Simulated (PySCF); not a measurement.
# CH5BFN: NMR shifts at several levels of theory

Aim: compute the NMR shifts of CH5BFN (`CB(N)F`) at several levels, and see how far they spread and what each costs.

Computed with PySCF 2.14.0, with density-fitted response routines of our own, on a single molecule in the gas phase. Atoms are numbered from 0 throughout.

**1. The molecule as given**

9 atoms, charge 0, multiplicity 1; geometry from: PBE0-D3(BJ)/def2-SVP.

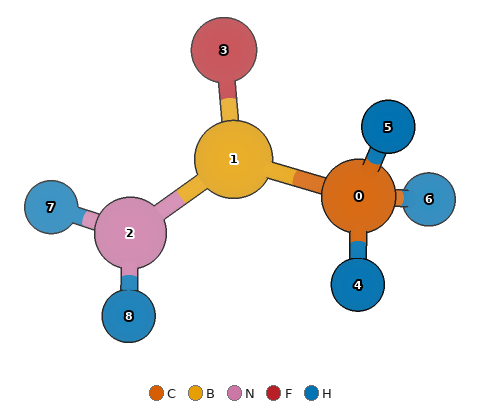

As it starts; carbon orange, boron amber, nitrogen pink, fluorine red, hydrogen blue, atoms numbered; sticks join atoms by distance.

**2. Nuclear shieldings: PBE0/pcSseg-2**

What the job is given:

```
{"job": {"kind": "nmr", "xc": "PBE0", "basis": "pcSseg-2", "pop": false}, "charge": 0, "multiplicity": 1}
C     -1.097904     0.265424    -0.368834
B      0.231798     0.178814     0.464172
N      1.361876    -0.545969     0.070760
F      0.300818     0.835905     1.638748
H     -1.056574    -0.252893    -1.337832
H     -1.364439     1.319497    -0.549341
H     -1.928679    -0.167262     0.213338
H      2.202941    -0.588543     0.631285
H      1.407897    -1.061119    -0.795853
```

Method: GIAO PBE0/pcSseg-2 NMR shielding, non-relativistic, gas phase.

Launch:

```bash
> OMP_NUM_THREADS=1 python probes_run.py task.json out
```

One launch serves the whole session: the jobs run in the order shown.

Output:

```text
coarse grid: 7424 points
cycle   1  E = -220.4596398997  dE =  2.497e-01  |g| = 6.092e-01  |ddm| = 1.846e+00
cycle   2  E = -220.4232601562  dE =  3.638e-02  |g| = 8.003e-01  |ddm| = 7.435e-01
cycle   3  E = -220.5306607939  dE = -1.074e-01  |g| = 6.980e-02  |ddm| = 4.240e-01
cycle   4  E = -220.5314517905  dE = -7.910e-04  |g| = 2.557e-02  |ddm| = 4.213e-02
cycle   5  E = -220.5315748132  dE = -1.230e-04  |g| = 5.726e-03  |ddm| = 1.466e-02
cycle   6  E = -220.5315805246  dE = -5.711e-06  |g| = 2.207e-03  |ddm| = 3.635e-03
final grid: 71872 points
cycle   7  E = -220.5308084045  dE = -8.414e-05  |g| = 8.615e-03  |ddm| = 2.878e-02
cycle   8  E = -220.5307973369  dE =  1.107e-05  |g| = 1.135e-02  |ddm| = 8.676e-03
cycle   9  E = -220.5308228771  dE = -2.554e-05  |g| = 7.915e-04  |ddm| = 5.035e-03
cycle  10  E = -220.5308229894  dE = -1.123e-07  |g| = 3.103e-04  |ddm| = 5.406e-04
cycle  11  E = -220.5308230059  dE = -1.652e-08  |g| = 7.317e-05  |ddm| = 1.518e-04
cycle  12  E = -220.5308230068  dE = -8.612e-10  |g| = 1.416e-05  |ddm| = 3.667e-05
converged SCF energy = -220.5308230068

GIAO shielding tensors (ppm)
atom      isotropic    diamagn.    paramagn.     s11        s22        s33       span
  0 C      186.006     244.774     -58.768    181.233    182.745    194.040     12.807
  1 B       65.474     192.197    -126.723     29.083     80.946     86.395     57.312
  2 N      182.896     318.953    -136.057    108.693    200.263    239.731    131.037
  3 F      284.589     469.096    -184.507    145.273    275.066    433.427    288.154
  4 H       31.269      30.770       0.500     27.198     29.684     36.926      9.728
  5 H       30.928      29.173       1.754     27.298     28.373     37.112      9.814
  6 H       30.915      29.184       1.731     27.429     28.242     37.074      9.644
  7 H       28.395      30.293      -1.898     23.477     24.762     36.947     13.470
  8 H       28.384      31.920      -3.535     23.338     26.575     35.240     11.902
```

Wall time 14 s (1 thread of Arm Neoverse V1, shared host); peak memory 0.91 GiB.

The references, computed at this level on geometries of the same kind, shield at (ppm): 1H TMS 31.25, 13C TMS 184.1, 19F CFCl3 175.8, 15N NH3 261.7, 11B BF3·OEt2 99.1. Their shielding less the atom's gives the shift. The references are single molecules in the gas phase, so shifts against H2O, NH3, PH3, H3PO4 or CFCl3 are not on the usual liquid scales and can be off by tens of ppm. Atoms listed in one row are averaged.

```
     atoms                              environment  σ (ppm)  δ (ppm)
        C0                methyl carbon bonded to B    186.0     -1.9
    H7, H8       hydrogen on a nitrogen bonded to B    28.39     2.86
H4, H5, H6  hydrogen on a methyl carbon bonded to B    31.04     0.21
        B1                  boron bonded to C, F, N     65.5     33.6
        N2                nitrogen bonded to B, 2 H    182.9     78.8
        F3                     fluorine bonded to B    284.6   -108.8
```

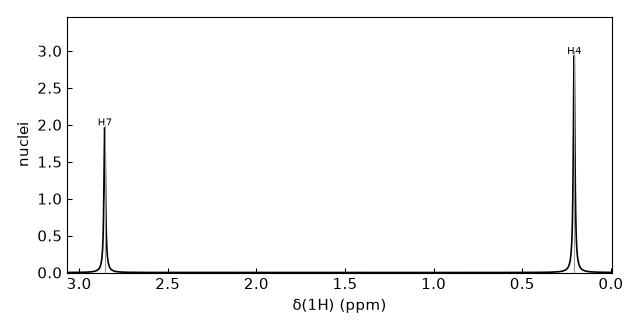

1H lines at the computed shifts, without couplings. Lines are broadened to a width of 0.01 ppm (Lorentzian).

**3. NMR shieldings: mPW1PW91/pcSseg-2**

The job, as its differences from that of step 2:

```diff
@@ -1,2 +1,2 @@
-{"job": {"kind": "nmr", "xc": "PBE0", "basis": "pcSseg-2", "pop": false}, "charge": 0, "multiplicity": 1}
+{"job": {"kind": "nmr", "xc": "mPW1PW91", "basis": "pcSseg-2", "pop": false}, "charge": 0, "multiplicity": 1}
 C     -1.097904     0.265424    -0.368834
```

Level: GIAO mPW1PW91/pcSseg-2 NMR shielding, non-relativistic, gas phase.

Output:

```text
coarse grid: 7424 points
cycle   1  E = -220.6497189016  dE =  2.511e-01  |g| = 6.266e-01  |ddm| = 1.841e+00
cycle   2  E = -220.6113259707  dE =  3.839e-02  |g| = 8.232e-01  |ddm| = 7.570e-01
cycle   3  E = -220.7237595876  dE = -1.124e-01  |g| = 7.217e-02  |ddm| = 4.362e-01
cycle   4  E = -220.7246144505  dE = -8.549e-04  |g| = 2.550e-02  |ddm| = 4.341e-02
cycle   5  E = -220.7247366339  dE = -1.222e-04  |g| = 5.979e-03  |ddm| = 1.468e-02
cycle   6  E = -220.7247429885  dE = -6.355e-06  |g| = 2.195e-03  |ddm| = 3.749e-03
final grid: 71872 points
cycle   7  E = -220.7234478419  dE = -8.277e-05  |g| = 7.314e-03  |ddm| = 2.795e-02
cycle   8  E = -220.7234399801  dE =  7.862e-06  |g| = 9.624e-03  |ddm| = 7.248e-03
cycle   9  E = -220.7234580197  dE = -1.804e-05  |g| = 6.147e-04  |ddm| = 4.204e-03
cycle  10  E = -220.7234580786  dE = -5.893e-08  |g| = 3.316e-04  |ddm| = 4.633e-04
cycle  11  E = -220.7234580984  dE = -1.982e-08  |g| = 6.228e-05  |ddm| = 1.651e-04
cycle  12  E = -220.7234580990  dE = -5.815e-10  |g| = 1.567e-05  |ddm| = 3.262e-05
converged SCF energy = -220.7234580990

GIAO shielding tensors (ppm)
atom      isotropic    diamagn.    paramagn.     s11        s22        s33       span
  0 C      185.210     244.978     -59.768    180.519    181.985    193.128     12.609
  1 B       65.462     192.298    -126.837     29.093     81.053     86.239     57.146
  2 N      182.378     318.787    -136.408    108.455    199.821    238.859    130.404
  3 F      285.689     468.967    -183.278    146.651    276.113    434.302    287.651
  4 H       31.316      30.780       0.537     27.270     29.745     36.934      9.665
  5 H       30.974      29.160       1.814     27.367     28.442     37.115      9.748
  6 H       30.962      29.174       1.788     27.498     28.312     37.077      9.579
  7 H       28.456      30.298      -1.843     23.527     24.871     36.969     13.443
  8 H       28.444      31.935      -3.491     23.397     26.660     35.275     11.878
```

It took 14 s on 1 thread of Arm Neoverse V1, shared host; peak memory 0.91 GiB.

Key values: δ C0 -1.7, B1 33.7, N2 78.1, F3 -108.5, H7 2.84, H4 0.21 ppm (means over like atoms).

**4. Shielding tensors: WP04/pcSseg-2**

The job, as its differences from that of step 3:

```diff
@@ -1,2 +1,2 @@
-{"job": {"kind": "nmr", "xc": "mPW1PW91", "basis": "pcSseg-2", "pop": false}, "charge": 0, "multiplicity": 1}
+{"job": {"kind": "nmr", "xc": "WP04", "basis": "pcSseg-2", "pop": false}, "charge": 0, "multiplicity": 1}
 C     -1.097904     0.265424    -0.368834
```

Level: GIAO WP04/pcSseg-2 NMR shielding, non-relativistic, gas phase.

Output:

```text
coarse grid: 7424 points
cycle   1  E = -225.3541814526  dE =  2.643e-01  |g| = 1.038e+00  |ddm| = 1.780e+00
cycle   2  E = -225.1439270232  dE =  2.103e-01  |g| = 1.519e+00  |ddm| = 1.237e+00
cycle   3  E = -225.5382805667  dE = -3.944e-01  |g| = 1.489e-01  |ddm| = 8.226e-01
cycle   4  E = -225.5419266415  dE = -3.646e-03  |g| = 4.755e-02  |ddm| = 8.697e-02
cycle   5  E = -225.5423799408  dE = -4.533e-04  |g| = 1.277e-02  |ddm| = 2.595e-02
cycle   6  E = -225.5424134645  dE = -3.352e-05  |g| = 3.519e-03  |ddm| = 7.631e-03
cycle   7  E = -225.5424156970  dE = -2.232e-06  |g| = 6.179e-04  |ddm| = 1.664e-03
final grid: 71872 points
cycle   8  E = -225.5433194736  dE = -1.573e-04  |g| = 9.110e-03  |ddm| = 3.977e-02
cycle   9  E = -225.5433062158  dE =  1.326e-05  |g| = 1.210e-02  |ddm| = 9.676e-03
cycle  10  E = -225.5433354718  dE = -2.926e-05  |g| = 1.082e-03  |ddm| = 5.768e-03
cycle  11  E = -225.5433356354  dE = -1.636e-07  |g| = 6.217e-04  |ddm| = 7.888e-04
cycle  12  E = -225.5433357173  dE = -8.190e-08  |g| = 8.594e-05  |ddm| = 3.128e-04
cycle  13  E = -225.5433357180  dE = -7.343e-10  |g| = 4.227e-05  |ddm| = 4.731e-05
cycle  14  E = -225.5433357183  dE = -2.975e-10  |g| = 3.529e-06  |ddm| = 1.817e-05
converged SCF energy = -225.5433357183

GIAO shielding tensors (ppm)
atom      isotropic    diamagn.    paramagn.     s11        s22        s33       span
  0 C      172.949     243.551     -70.601    168.634    170.091    180.123     11.489
  1 B       59.673     191.637    -131.964     23.023     76.519     79.478     56.455
  2 N      174.786     318.396    -143.610    106.420    190.570    227.368    120.948
  3 F      298.449     472.113    -173.664    166.941    293.894    434.512    267.571
  4 H       31.593      31.125       0.467     27.852     30.187     36.739      8.886
  5 H       31.246      29.583       1.663     27.912     28.968     36.858      8.946
  6 H       31.240      29.609       1.631     28.042     28.850     36.826      8.784
  7 H       28.784      30.399      -1.615     23.836     25.678     36.838     13.002
  8 H       28.798      31.927      -3.129     23.765     27.281     35.346     11.581
```

Wall time 15 s (1 thread of Arm Neoverse V1, shared host); peak memory 0.91 GiB.

This run: δ C0 -0.8, B1 34.5, N2 69.9, F3 -121.1, H7 2.82, H4 0.25 ppm (means over like atoms).

**5. NMR shieldings: B97-2/pcSseg-2**

The job, as its differences from that of step 4:

```diff
@@ -1,2 +1,2 @@
-{"job": {"kind": "nmr", "xc": "WP04", "basis": "pcSseg-2", "pop": false}, "charge": 0, "multiplicity": 1}
+{"job": {"kind": "nmr", "xc": "B97-2", "basis": "pcSseg-2", "pop": false}, "charge": 0, "multiplicity": 1}
 C     -1.097904     0.265424    -0.368834
```

Level: GIAO B97-2/pcSseg-2 NMR shielding, non-relativistic, gas phase.

Output:

```text
coarse grid: 7424 points
cycle   1  E = -220.6271585329  dE =  2.423e-01  |g| = 6.519e-01  |ddm| = 1.849e+00
cycle   2  E = -220.5753637816  dE =  5.179e-02  |g| = 8.857e-01  |ddm| = 8.116e-01
cycle   3  E = -220.7066191939  dE = -1.313e-01  |g| = 7.911e-02  |ddm| = 4.849e-01
cycle   4  E = -220.7076839652  dE = -1.065e-03  |g| = 2.583e-02  |ddm| = 4.726e-02
cycle   5  E = -220.7078084896  dE = -1.245e-04  |g| = 6.609e-03  |ddm| = 1.479e-02
cycle   6  E = -220.7078167393  dE = -8.250e-06  |g| = 2.276e-03  |ddm| = 4.153e-03
final grid: 71872 points
cycle   7  E = -220.7035028508  dE = -1.004e-04  |g| = 9.498e-03  |ddm| = 3.399e-02
cycle   8  E = -220.7034901959  dE =  1.265e-05  |g| = 1.327e-02  |ddm| = 9.026e-03
cycle   9  E = -220.7035153975  dE = -2.520e-05  |g| = 5.621e-04  |ddm| = 5.343e-03
cycle  10  E = -220.7035154308  dE = -3.329e-08  |g| = 3.552e-04  |ddm| = 4.489e-04
cycle  11  E = -220.7035154564  dE = -2.557e-08  |g| = 7.080e-05  |ddm| = 1.822e-04
cycle  12  E = -220.7035154574  dE = -9.614e-10  |g| = 1.563e-05  |ddm| = 4.556e-05
converged SCF energy = -220.7035154574

GIAO shielding tensors (ppm)
atom      isotropic    diamagn.    paramagn.     s11        s22        s33       span
  0 C      185.180     245.072     -59.892    180.419    182.319    192.802     12.383
  1 B       67.491     192.693    -125.202     32.802     82.987     86.683     53.881
  2 N      184.737     318.952    -134.215    114.496    199.951    239.764    125.268
  3 F      290.017     469.461    -179.444    154.383    281.649    434.017    279.634
  4 H       31.390      30.883       0.508     27.377     29.836     36.958      9.582
  5 H       31.038      29.234       1.803     27.470     28.535     37.109      9.639
  6 H       31.024      29.256       1.769     27.599     28.406     37.068      9.469
  7 H       28.569      30.374      -1.805     23.625     24.985     37.095     13.469
  8 H       28.573      32.017      -3.443     23.496     26.776     35.447     11.951
```

Run time: 14 s. Hardware: 1 thread of Arm Neoverse V1, shared host; peak memory 0.91 GiB.

Key values: δ C0 -1.7, B1 32.6, N2 74.9, F3 -112.6, H7 2.79, H4 0.21 ppm (means over like atoms).

**6. Shielding tensors: BHandHLYP/pcSseg-2**

The job, as its differences from that of step 5:

```diff
@@ -1,2 +1,2 @@
-{"job": {"kind": "nmr", "xc": "B97-2", "basis": "pcSseg-2", "pop": false}, "charge": 0, "multiplicity": 1}
+{"job": {"kind": "nmr", "xc": "BHandHLYP", "basis": "pcSseg-2", "pop": false}, "charge": 0, "multiplicity": 1}
 C     -1.097904     0.265424    -0.368834
```

With the program's defaults for keys left out, this is: GIAO BHandHLYP/pcSseg-2 NMR shielding, non-relativistic, gas phase.

Output:

```text
coarse grid: 7424 points
cycle   1  E = -220.6105712282  dE =  2.985e-01  |g| = 5.616e-01  |ddm| = 1.816e+00
cycle   2  E = -220.6208890970  dE = -1.032e-02  |g| = 5.763e-01  |ddm| = 5.366e-01
cycle   3  E = -220.6703118467  dE = -4.942e-02  |g| = 4.688e-02  |ddm| = 2.528e-01
cycle   4  E = -220.6706083176  dE = -2.965e-04  |g| = 2.442e-02  |ddm| = 3.061e-02
cycle   5  E = -220.6707324728  dE = -1.242e-04  |g| = 4.577e-03  |ddm| = 1.512e-02
cycle   6  E = -220.6707359529  dE = -3.480e-06  |g| = 1.451e-03  |ddm| = 2.433e-03
final grid: 71872 points
cycle   7  E = -220.6715842738  dE = -3.831e-05  |g| = 4.131e-03  |ddm| = 1.954e-02
cycle   8  E = -220.6715844035  dE = -1.297e-07  |g| = 4.016e-03  |ddm| = 3.528e-03
cycle   9  E = -220.6715874442  dE = -3.041e-06  |g| = 2.614e-04  |ddm| = 1.726e-03
cycle  10  E = -220.6715874557  dE = -1.152e-08  |g| = 1.581e-04  |ddm| = 2.199e-04
cycle  11  E = -220.6715874609  dE = -5.165e-09  |g| = 2.510e-05  |ddm| = 8.150e-05
cycle  12  E = -220.6715874610  dE = -1.090e-10  |g| = 1.188e-05  |ddm| = 1.584e-05
converged SCF energy = -220.6715874610

GIAO shielding tensors (ppm)
atom      isotropic    diamagn.    paramagn.     s11        s22        s33       span
  0 C      185.806     241.981     -56.175    180.567    183.228    193.623     13.056
  1 B       68.574     190.941    -122.367     30.692     86.389     88.643     57.950
  2 N      186.046     317.982    -131.936    113.697    201.774    242.669    128.971
  3 F      302.070     469.548    -167.478    168.963    297.761    439.488    270.525
  4 H       31.441      30.762       0.678     27.330     29.831     37.160      9.829
  5 H       31.085      29.227       1.859     27.431     28.534     37.291      9.860
  6 H       31.074      29.226       1.849     27.570     28.406     37.246      9.676
  7 H       28.587      30.409      -1.822     23.387     25.043     37.330     13.943
  8 H       28.593      31.976      -3.383     23.328     26.714     35.736     12.409
```

Wall time 14 s (1 thread of Arm Neoverse V1, shared host); peak memory 0.91 GiB.

Key values: δ C0 -1.5, B1 35.0, N2 73.7, F3 -100.1, H7 2.86, H4 0.25 ppm (means over like atoms).

**7. Nuclear shieldings: CAM-B3LYP/pcSseg-2**

The job, as its differences from that of step 6:

```diff
@@ -1,2 +1,2 @@
-{"job": {"kind": "nmr", "xc": "BHandHLYP", "basis": "pcSseg-2", "pop": false}, "charge": 0, "multiplicity": 1}
+{"job": {"kind": "nmr", "xc": "CAM-B3LYP", "basis": "pcSseg-2", "pop": false}, "charge": 0, "multiplicity": 1}
 C     -1.097904     0.265424    -0.368834
```

Method: GIAO CAM-B3LYP/pcSseg-2 NMR shielding, non-relativistic, gas phase.

Output:

```text
coarse grid: 7424 points
cycle   1  E = -220.6250780804  dE =  3.051e-01  |g| = 6.093e-01  |ddm| = 1.818e+00
cycle   2  E = -220.6184651313  dE =  6.613e-03  |g| = 7.175e-01  |ddm| = 6.068e-01
cycle   3  E = -220.6938525725  dE = -7.539e-02  |g| = 6.020e-02  |ddm| = 3.080e-01
cycle   4  E = -220.6943872089  dE = -5.346e-04  |g| = 2.869e-02  |ddm| = 3.631e-02
cycle   5  E = -220.6945446564  dE = -1.574e-04  |g| = 6.517e-03  |ddm| = 1.742e-02
cycle   6  E = -220.6945518326  dE = -7.176e-06  |g| = 2.090e-03  |ddm| = 3.713e-03
final grid: 71872 points
cycle   7  E = -220.6955191718  dE = -6.851e-05  |g| = 5.818e-03  |ddm| = 2.323e-02
cycle   8  E = -220.6955180014  dE =  1.170e-06  |g| = 6.305e-03  |ddm| = 5.041e-03
cycle   9  E = -220.6955251343  dE = -7.133e-06  |g| = 3.190e-04  |ddm| = 2.570e-03
cycle  10  E = -220.6955251502  dE = -1.586e-08  |g| = 1.829e-04  |ddm| = 2.792e-04
cycle  11  E = -220.6955251576  dE = -7.449e-09  |g| = 3.021e-05  |ddm| = 1.034e-04
cycle  12  E = -220.6955251578  dE = -1.519e-10  |g| = 1.486e-05  |ddm| = 1.988e-05
converged SCF energy = -220.6955251578

GIAO shielding tensors (ppm)
atom      isotropic    diamagn.    paramagn.     s11        s22        s33       span
  0 C      184.624     241.627     -57.003    179.049    181.740    193.083     14.034
  1 B       62.798     190.250    -127.452     24.257     79.110     85.028     60.771
  2 N      183.107     316.908    -133.801    109.414    198.548    241.359    131.945
  3 F      287.791     469.494    -181.703    149.903    279.448    434.022    284.120
  4 H       31.323      30.719       0.604     27.283     29.766     36.921      9.638
  5 H       30.980      29.311       1.668     27.388     28.477     37.074      9.686
  6 H       30.966      29.296       1.670     27.522     28.347     37.031      9.509
  7 H       28.473      30.522      -2.048     23.548     24.862     37.010     13.462
  8 H       28.477      31.930      -3.453     23.419     26.641     35.371     11.952
```

Wall time 19 s (1 thread of Arm Neoverse V1, shared host); peak memory 0.96 GiB.

Key values: δ C0 -2.1, B1 35.1, N2 78.7, F3 -101.8, H7 2.86, H4 0.25 ppm (means over like atoms).

**8. NMR shieldings: wB97X-D/pcSseg-2**

The job, as its differences from that of step 7:

```diff
@@ -1,2 +1,2 @@
-{"job": {"kind": "nmr", "xc": "CAM-B3LYP", "basis": "pcSseg-2", "pop": false}, "charge": 0, "multiplicity": 1}
+{"job": {"kind": "nmr", "xc": "wB97X-D", "basis": "pcSseg-2", "pop": false}, "charge": 0, "multiplicity": 1}
 C     -1.097904     0.265424    -0.368834
```

Level: GIAO wB97X-D/pcSseg-2 NMR shielding, non-relativistic, gas phase.

Output:

```text
coarse grid: 7424 points
cycle   1  E = -220.6451621584  dE =  3.191e-01  |g| = 5.944e-01  |ddm| = 1.829e+00
cycle   2  E = -220.6560640169  dE = -1.090e-02  |g| = 6.322e-01  |ddm| = 5.263e-01
cycle   3  E = -220.7118022204  dE = -5.574e-02  |g| = 5.220e-02  |ddm| = 2.478e-01
cycle   4  E = -220.7122489295  dE = -4.467e-04  |g| = 2.724e-02  |ddm| = 3.597e-02
cycle   5  E = -220.7123995268  dE = -1.506e-04  |g| = 6.478e-03  |ddm| = 1.754e-02
cycle   6  E = -220.7124072920  dE = -7.765e-06  |g| = 1.809e-03  |ddm| = 4.074e-03
final grid: 71872 points
cycle   7  E = -220.7129830192  dE = -1.667e-04  |g| = 9.798e-03  |ddm| = 3.764e-02
cycle   8  E = -220.7129818695  dE =  1.150e-06  |g| = 1.062e-02  |ddm| = 8.625e-03
cycle   9  E = -220.7130009719  dE = -1.910e-05  |g| = 7.125e-04  |ddm| = 4.091e-03
cycle  10  E = -220.7130010434  dE = -7.147e-08  |g| = 4.022e-04  |ddm| = 5.392e-04
cycle  11  E = -220.7130010710  dE = -2.764e-08  |g| = 7.882e-05  |ddm| = 2.183e-04
cycle  12  E = -220.7130010723  dE = -1.270e-09  |g| = 2.312e-05  |ddm| = 5.798e-05
cycle  13  E = -220.7130010725  dE = -1.864e-10  |g| = 5.536e-06  |ddm| = 2.990e-05
converged SCF energy = -220.7130010725

GIAO shielding tensors (ppm)
atom      isotropic    diamagn.    paramagn.     s11        s22        s33       span
  0 C      186.118     244.407     -58.288    181.195    183.324    193.835     12.640
  1 B       66.510     192.560    -126.051     30.407     82.388     86.734     56.327
  2 N      184.904     318.315    -133.411    113.232    200.761    240.718    127.486
  3 F      290.613     467.418    -176.805    154.001    280.899    436.938    282.937
  4 H       31.377      30.821       0.557     27.298     29.778     37.056      9.758
  5 H       31.033      29.229       1.804     27.397     28.490     37.211      9.814
  6 H       31.021      29.233       1.788     27.531     28.362     37.171      9.640
  7 H       28.548      30.401      -1.853     23.553     24.952     37.140     13.587
  8 H       28.546      31.963      -3.416     23.451     26.711     35.477     12.025
```

Run time: 19 s. Hardware: 1 thread of Arm Neoverse V1, shared host; peak memory 0.94 GiB.

This run: δ C0 -1.7, B1 33.4, N2 75.2, F3 -104.2, H7 2.81, H4 0.21 ppm (means over like atoms).

[end of part 1 of 2]
